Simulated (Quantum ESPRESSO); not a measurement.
# Cu2O (Cuprite): parallel and opposed starts, part 2 of 2

Does Cu2O (Cuprite) prefer parallel or opposed moments?

Quantum ESPRESSO 7.5; PBEsol with U = 6 eV on Cu d (ortho-atomic projectors); plane waves with GBRV 1.5 PBEsol potentials, no spin-orbit coupling.

So far: Set-up; Run 1 (ferro ++++).

The database entry behind the starting cell differs from later determinations by our own check (0.1 to 0.3 % short, probably kX units), so it need not match the best structure at ambient conditions.

## Step 3: Start 2: antiferro ++−−

pw.in reads:

```
&CONTROL
  calculation = 'scf'
  prefix = 'pwscf'
  outdir = './tmp'
  pseudo_dir = './pseudo'
  disk_io = 'nowf'
/
&SYSTEM
  ibrav = 0
  nat = 6
  ntyp = 3
  ecutwfc = 40
  ecutrho = 280
  nbnd = 56
  occupations = 'smearing'
  smearing = 'fd'
  degauss = 0.00367493
  nspin = 2
  starting_magnetization(1) = 0.0526
  starting_magnetization(2) = -0.0526
  starting_magnetization(3) = 0
/
&ELECTRONS
  conv_thr = 1.2d-08
  electron_maxstep = 150
  mixing_beta = 0.3
/
ATOMIC_SPECIES
Cu1    63.5460 cu_pbesol_v1.2.uspp.F.UPF
Cu2    63.5460 cu_pbesol_v1.2.uspp.F.UPF
O      15.9990 o_pbesol_v1.2.uspp.F.UPF
CELL_PARAMETERS angstrom
   4.2600000000    0.0000000000    0.0000000000
   0.0000000000    4.2600000000    0.0000000000
   0.0000000000    0.0000000000    4.2600000000
ATOMIC_POSITIONS crystal
Cu1     0.2500000000    0.2500000000    0.2500000000
Cu1     0.2500000000    0.7500000000    0.7500000000
Cu2     0.7500000000    0.7500000000    0.2500000000
Cu2     0.7500000000    0.2500000000    0.7500000000
O       0.0000000000    0.0000000000    0.0000000000
O       0.5000000000    0.5000000000    0.5000000000
K_POINTS automatic
6 6 6 0 0 0
HUBBARD {ortho-atomic}
U Cu1-3d 6.0000
U Cu2-3d 6.0000
```

The run is started by

```bash
> OMP_NUM_THREADS=1 mpirun -n 4 pw.x -nk 4 -in pw.in > pw.out
```

The program printed:

```text
[banner, memory and clock lines left out]
Program PWSCF v.7.5 starts

     Message from routine setup:
     using ibrav=0 with symmetry is DISCOURAGED, use correct ibrav instead

     bravais-lattice index     =            0
     lattice parameter (alat)  =       8.0502  a.u.
     unit-cell volume          =     521.7055 (a.u.)^3
     number of atoms/cell      =            6
     number of atomic types    =            3
     number of electrons       =        88.00
     number of Kohn-Sham states=           56
     kinetic-energy cutoff     =      40.0000  Ry
     charge density cutoff     =     280.0000  Ry
     scf convergence threshold =      1.2E-08
     mixing beta               =       0.3000
     number of iterations used =            8  plain     mixing
     Exchange-correlation= SLA  PW   PSX  PSC
                           (   1   4  10   8   0   0   0)
     Hubbard projectors: ortho-atomic
     Hubbard parameters of DFT+U (Dudarev formulation) in eV:
     U(Cu1-3d) =  6.0000
     U(Cu2-3d) =  6.0000

     Internal variables: lda_plus_u =T, lda_plus_u_kind = 0

     Internal variables: orbital_resolved =F, hub_pot_fix =F, apply_U = F

     celldm(1)=   8.050233  celldm(2)=   0.000000  celldm(3)=   0.000000
     celldm(4)=   0.000000  celldm(5)=   0.000000  celldm(6)=   0.000000

     crystal axes: (cart. coord. in units of alat)
               a(1) = (   1.000000   0.000000   0.000000 )
               a(2) = (   0.000000   1.000000   0.000000 )
               a(3) = (   0.000000   0.000000   1.000000 )

     reciprocal axes: (cart. coord. in units 2 pi/alat)
               b(1) = (  1.000000  0.000000  0.000000 )
               b(2) = (  0.000000  1.000000  0.000000 )
               b(3) = (  0.000000  0.000000  1.000000 )

     PseudoPot. # 1 for Cu read from file:
     cu_pbesol_v1.2.uspp.F.UPF
     Pseudo is Ultrasoft + core correction, Zval = 19.0

     PseudoPot. # 2 for Cu read from file:
     cu_pbesol_v1.2.uspp.F.UPF
     Pseudo is Ultrasoft + core correction, Zval = 19.0

     PseudoPot. # 3 for O  read from file:
     o_pbesol_v1.2.uspp.F.UPF
     Pseudo is Ultrasoft + core correction, Zval =  6.0

     atomic species   valence    mass     pseudopotential
     Cu1              19.00    63.54600     Cu( 1.00)
     Cu2              19.00    63.54600     Cu( 1.00)
     O                 6.00    15.99900     O ( 1.00)

     Starting magnetic structure
     atomic species   magnetization
     Cu1             0.053
     Cu2            -0.053
     O               0.000

      8 Sym. Ops., with inversion, found ( 4 have fractional translation)

   Cartesian axes

     site n.     atom                  positions (alat units)
         1        Cu1    tau(   1) = (   0.2500000   0.2500000   0.2500000  )
         2        Cu1    tau(   2) = (   0.2500000   0.7500000   0.7500000  )
         3        Cu2    tau(   3) = (   0.7500000   0.7500000   0.2500000  )
         4        Cu2    tau(   4) = (   0.7500000   0.2500000   0.7500000  )
         5        O      tau(   5) = (   0.0000000   0.0000000   0.0000000  )
         6        O      tau(   6) = (   0.5000000   0.5000000   0.5000000  )

     number of k points=    52  Fermi-Dirac smearing, width (Ry)=  0.0037
                       cart. coord. in units 2pi/alat
        k(    1) = (   0.0000000   0.0000000   0.0000000), wk =   0.0046296
        k(    2) = (   0.0000000   0.0000000   0.1666667), wk =   0.0185185
        k(    3) = (   0.0000000   0.0000000   0.3333333), wk =   0.0185185
        k(    4) = (   0.0000000   0.0000000  -0.5000000), wk =   0.0092593
        k(    5) = (   0.0000000   0.1666667   0.1666667), wk =   0.0092593
        [... 47 further k-points ...]

     Dense  grid:    41347 G-vectors     FFT dimensions: (  48,  48,  48)

     Smooth grid:    17845 G-vectors     FFT dimensions: (  36,  36,  36)

     Check: negative core charge=   -0.000002
     Generating pointlists ...
     new r_m :   0.1786 (alat units)  1.4379 (a.u.) for type    1
     new r_m :   0.1786 (alat units)  1.4379 (a.u.) for type    2
     new r_m :   0.1786 (alat units)  1.4379 (a.u.) for type    3

     Initial potential from superposition of free atoms

     starting charge      84.0000, renormalised to      88.0000

     STARTING HUBBARD OCCUPATIONS:

     =================== HUBBARD OCCUPATIONS ===================
     ------------------------ ATOM    1 ------------------------
     Tr[ns(  1)] (up, down, total) =   5.00000  3.00000  8.00000
     Atomic magnetic moment for atom   1 =   2.00000
     [... lines left out ...]
     ------------------------ ATOM    2 ------------------------
     Tr[ns(  2)] (up, down, total) =   5.00000  3.00000  8.00000
     Atomic magnetic moment for atom   2 =   2.00000
     [... lines left out ...]
     ------------------------ ATOM    3 ------------------------
     Tr[ns(  3)] (up, down, total) =   3.00000  5.00000  8.00000
     Atomic magnetic moment for atom   3 =  -2.00000
     [... lines left out ...]
     ------------------------ ATOM    4 ------------------------
     Tr[ns(  4)] (up, down, total) =   3.00000  5.00000  8.00000
     Atomic magnetic moment for atom   4 =  -2.00000
     [... lines left out ...]
     Number of occupied Hubbard levels =   32.0000

     Atomic wfc used for Hubbard projectors are orthogonalized

     Starting wfcs are   60 randomized atomic wfcs

     Self-consistent Calculation

     iteration #  1     ecut=    40.00 Ry     beta= 0.30
     Davidson diagonalization with overlap
     ethr =  1.00E-02,  avg # of iterations =  3.5

     =================== HUBBARD OCCUPATIONS ===================
     ------------------------ ATOM    1 ------------------------
     Tr[ns(  1)] (up, down, total) =   4.59861  3.54698  8.14559
     Atomic magnetic moment for atom   1 =   1.05163
     [... lines left out ...]
     ------------------------ ATOM    2 ------------------------
     Tr[ns(  2)] (up, down, total) =   4.59861  3.54698  8.14559
     Atomic magnetic moment for atom   2 =   1.05163
     [... lines left out ...]
     ------------------------ ATOM    3 ------------------------
     Tr[ns(  3)] (up, down, total) =   3.54880  4.59804  8.14684
     Atomic magnetic moment for atom   3 =  -1.04924
     [... lines left out ...]
     ------------------------ ATOM    4 ------------------------
     Tr[ns(  4)] (up, down, total) =   3.54880  4.59804  8.14684
     Atomic magnetic moment for atom   4 =  -1.04924
     [... lines left out ...]
     Number of occupied Hubbard levels =   32.5849

     total energy              =   -1673.42046618 Ry
     estimated scf accuracy    <      13.22811667 Ry

     total magnetization       =     0.00 Bohr mag/cell
     absolute magnetization    =     4.57 Bohr mag/cell

     iteration #  2     ecut=    40.00 Ry     beta= 0.30
     Davidson diagonalization with overlap
     ethr =  1.00E-02,  avg # of iterations =  2.8

     total energy              =   -1677.55276475 Ry
     estimated scf accuracy    <       4.13945924 Ry

     total magnetization       =    -0.00 Bohr mag/cell
     absolute magnetization    =     0.73 Bohr mag/cell

     [... further iterations left out ...]

     iteration # 16     ecut=    40.00 Ry     beta= 0.30
     Davidson diagonalization with overlap
     ethr =  6.40E-11,  avg # of iterations =  3.1

     total energy              =   -1677.94101265 Ry
     estimated scf accuracy    <       0.00000002 Ry

     total magnetization       =    -0.00 Bohr mag/cell
     absolute magnetization    =     0.00 Bohr mag/cell

     iteration # 17     ecut=    40.00 Ry     beta= 0.30
     Davidson diagonalization with overlap
     ethr =  2.12E-11,  avg # of iterations =  2.0

     Magnetic moment per site  (integrated on atomic sphere of radius R)
     atom   1 (R=0.179)  charge= 16.2822  magn= -0.0000
     atom   2 (R=0.179)  charge= 16.2822  magn= -0.0000
     atom   3 (R=0.179)  charge= 16.2822  magn=  0.0000
     atom   4 (R=0.179)  charge= 16.2822  magn=  0.0000
     atom   5 (R=0.179)  charge=  5.1106  magn=  0.0000
     atom   6 (R=0.179)  charge=  5.1106  magn=  0.0000

     End of self-consistent calculation

     =================== HUBBARD OCCUPATIONS ===================
     ------------------------ ATOM    1 ------------------------
     Tr[ns(  1)] (up, down, total) =   4.75510  4.75510  9.51021
     Atomic magnetic moment for atom   1 =  -0.00000
     [... lines left out ...]
     ------------------------ ATOM    2 ------------------------
     Tr[ns(  2)] (up, down, total) =   4.75510  4.75510  9.51021
     Atomic magnetic moment for atom   2 =  -0.00000
     [... lines left out ...]
     ------------------------ ATOM    3 ------------------------
     Tr[ns(  3)] (up, down, total) =   4.75510  4.75510  9.51021
     Atomic magnetic moment for atom   3 =   0.00000
     [... lines left out ...]
     ------------------------ ATOM    4 ------------------------
     Tr[ns(  4)] (up, down, total) =   4.75510  4.75510  9.51021
     Atomic magnetic moment for atom   4 =   0.00000
     [... lines left out ...]
     Number of occupied Hubbard levels =   38.0408

     Number of k-points >= 100: set verbosity='high' to print the bands.

     the Fermi energy is    10.1184 ev

!    total energy              =   -1677.94101266 Ry
     estimated scf accuracy    <          1.1E-09 Ry
     smearing contrib. (-TS)   =      -0.00000035 Ry
     internal energy E=F+TS    =   -1677.94101231 Ry

     The total energy is F=E-TS. E is the sum of the following terms:
     one-electron contribution =   -1305.86977181 Ry
     hartree contribution      =     696.29730480 Ry
     xc contribution           =    -168.38044138 Ry
     ewald contribution        =    -900.37744048 Ry
     Hubbard energy            =       0.38933656 Ry

     total magnetization       =     0.00 Bohr mag/cell
     absolute magnetization    =     0.00 Bohr mag/cell

     convergence has been achieved in  17 iterations
```

It took 74 s on 4 MPI ranks of Intel Xeon Platinum 8375C at 2.90GHz (Ice Lake), shared host; peak memory 0.74 GiB.

The spin moment in the atom's sphere vanishes on all atoms.

This step gave:

```yaml
smearing_term_ts: 4.77e-6 eV
magnetization: 0 μB
absolute_magnetization: 0 μB
final_state: non-magnetic
```

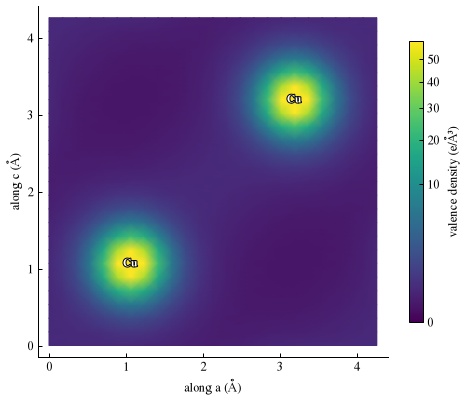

Valence density in the ac plane at fractional y = 0.250, with atoms of Cu within 0.2 Å of it. It is the smooth field of the valence electrons, not physical close to the nuclei. The colour scale is stretched toward low values.

## Step 4: Start 3: ferri +++−

pw.in, as its differences from that of step 3:

```diff
@@ -13,3 +13,3 @@
   ecutrho = 280
-  nbnd = 56
+  nbnd = 57
   occupations = 'smearing'
@@ -38,3 +38,3 @@
 Cu1     0.2500000000    0.7500000000    0.7500000000
-Cu2     0.7500000000    0.7500000000    0.2500000000
+Cu1     0.7500000000    0.7500000000    0.2500000000
 Cu2     0.7500000000    0.2500000000    0.7500000000
```

The program printed:

```text
     [... lines left out ...]
Program PWSCF v.7.5 starts
     [... lines left out ...]
     number of atoms/cell      =            6
     [... lines left out ...]
     number of electrons       =        88.00
     number of Kohn-Sham states=           57
     kinetic-energy cutoff     =      40.0000  Ry
     charge density cutoff     =     280.0000  Ry
     scf convergence threshold =      1.2E-08
     [... lines left out ...]
     12 Sym. Ops., with inversion, found ( 6 have fractional translation)
     [... lines left out ...]
     number of k points=    32  Fermi-Dirac smearing, width (Ry)=  0.0037
     [... lines left out ...]
     iteration # 17     ecut=    40.00 Ry     beta= 0.30
     [... lines left out ...]
     Magnetic moment per site  (integrated on atomic sphere of radius R)
     atom   1 (R=0.179)  charge= 16.2822  magn= -0.0001
     atom   2 (R=0.179)  charge= 16.2822  magn= -0.0001
     atom   3 (R=0.179)  charge= 16.2822  magn= -0.0001
     atom   4 (R=0.179)  charge= 16.2822  magn= -0.0000
     atom   5 (R=0.179)  charge=  5.1106  magn= -0.0000
     atom   6 (R=0.179)  charge=  5.1106  magn= -0.0000
     [... lines left out ...]
     Tr[ns(  1)] (up, down, total) =   4.75507  4.75513  9.51020
     [... lines left out ...]
     Tr[ns(  2)] (up, down, total) =   4.75507  4.75513  9.51020
     [... lines left out ...]
     Tr[ns(  3)] (up, down, total) =   4.75507  4.75513  9.51020
     [... lines left out ...]
     Tr[ns(  4)] (up, down, total) =   4.75510  4.75511  9.51021
     [... lines left out ...]
     the Fermi energy is    10.1184 ev
!    total energy              =   -1677.94101266 Ry
     estimated scf accuracy    <          5.2E-09 Ry
     smearing contrib. (-TS)   =      -0.00000035 Ry
     [... lines left out ...]
     total magnetization       =    -0.00 Bohr mag/cell
     absolute magnetization    =     0.00 Bohr mag/cell
     convergence has been achieved in  17 iterations
```

The job ended after 57 s (4 MPI ranks; peak memory 0.63 GiB).

Spin moment in the atom's sphere by atom:

```tsv
atom	spin moment in the atom's sphere (μB)
Cu1	-0.0001
Cu2	-0.0001
Cu3	-0.0001
Cu4	0.0000
O5	0.0000
O6	0.0000
```

Read from the output:

```yaml
smearing_term_ts: 4.77e-6 eV
magnetization: 0 μB
absolute_magnetization: 0 μB
final_state: non-magnetic
```

## Step 5: The states side by side

An order is kept where moments of 0.15 μB or more survive with the typed signs; meshes match where a doubled cell samples the same k points as the first cell.

Orders:

```tsv
start	final state	typed order kept	energy over the lowest (meV a seeded atom)	largest site moment (μB)	net moment (μB a cell of the first run)	mesh matched	CPU time (s)
ferro ++++	non-magnetic	no	0	0	0	yes	113.5
antiferro ++--	non-magnetic	no	0	0	0	yes	297
ferri +++-	non-magnetic	no	0	0	0	yes	226.8
```

## Step 6: Occupations of the corrected shells in the lowest state

Occupations of the Hubbard shells:

```tsv
block	type	shell	spin	electrons	occupation numbers
1	Cu1	3d	up	4.755	0.853 0.969 0.969 0.982 0.982
1	Cu1	3d	down	4.755	0.853 0.969 0.969 0.982 0.982
2	Cu1	3d	up	4.755	0.853 0.969 0.969 0.982 0.982
2	Cu1	3d	down	4.755	0.853 0.969 0.969 0.982 0.982
3	Cu2	3d	up	4.755	0.853 0.969 0.969 0.982 0.982
3	Cu2	3d	down	4.755	0.853 0.969 0.969 0.982 0.982
4	Cu2	3d	up	4.755	0.853 0.969 0.969 0.982 0.982
4	Cu2	3d	down	4.755	0.853 0.969 0.969 0.982 0.982
```

## Step 7: Summary of results

```yaml
lowest_state_found: non-magnetic (from ferro ++++, antiferro ++-- and ferri +++-)
largest_site_moment: 0 μB
```

In words: The lowest state carries no moment, and no start kept one. This is the lowest of 3 collinear or spinless starts, no proof of the ground state.

[Logs and program files are shortened in this print: banners, set-up blocks, solver, clock and traceback lines can be left out without a mark of their own.]

[Logs are printed without paths, hosts, clocks, repeated set-up lines and the standing remarks that a program may print on its own settings, such as how far it seeks lower states.]

[Hosts, paths, dates, database ids (printed as entryN), source tags and the programs' standing remarks are cut or masked in the printed files.]

[Where a cell is said to come from a database of computed structures, the database is the Materials Project.]
